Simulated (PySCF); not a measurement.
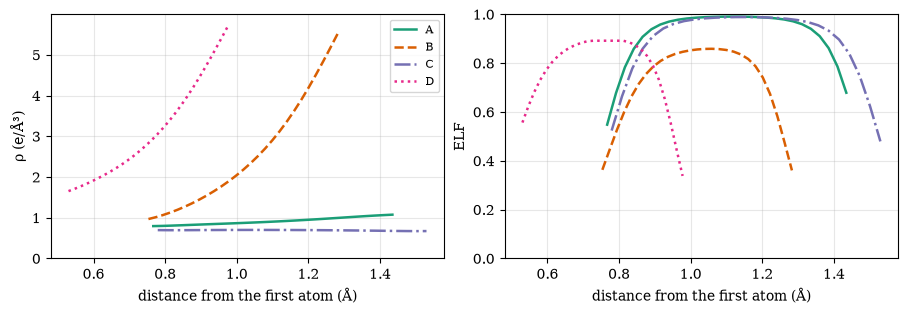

*BH7O2Si3. Total electron density and electron localisation function along straight lines between neighbouring atoms. The curves leave out the atomic cores.*

Geometry: GFN2-xTB.

Computed with PBE0/pcSseg-1, SCF density, gas phase, non-relativistic (PySCF).

Input

```
{"job": {"kind": "nmr", "xc": "PBE0", "basis": "pcSseg-1"}, "charge": 0, "multiplicity": 1}
B      0.668721    -1.676348    -0.300565
O     -0.590729    -1.540910     0.088143
Si    -1.726281    -0.419219     0.489826
Si    -0.662438     1.623162     0.327985
O      0.835079     1.222775    -0.171043
Si     1.787021    -0.066577    -0.568550
H      1.036673    -2.791943    -0.459222
H     -2.127404    -0.897033     1.819717
H     -2.777035    -0.732730    -0.487582
H     -0.444759     2.356137     1.582074
H     -1.161465     2.537437    -0.707421
H      2.206514     0.261073    -1.940410
H      2.951714     0.124663     0.309319
```

Command:

```sh
OMP_NUM_THREADS=1 python probes_run.py task.json out
```

Question: Which curve belongs to which contact (B–O, Si–B, Si–O and Si–Si)? The first atom named is at distance zero.

Answer: Curve A: Si–B (1.98 Å): ρ at the midpoint is about 0.86 e/Å³; the ELF peaks at about 1 between the atoms, as expected for localised, covalent bonding. Curve B: Si–O (1.63 Å): the density is about 1.1 e/Å³ at the midpoint; the ELF peaks at about 0.85 between the atoms (a polar covalent bond). Curve C: Si–Si (2.31 Å): the density is about 0.7 e/Å³ at the midpoint; the ELF peaks at about 1 between the atoms; a covalent bond. Curve D: B–O (1.33 Å): ρ at the midpoint is about 2.2 e/Å³; the ELF peaks at about 0.90 between the atoms, as expected for a polar covalent bond.
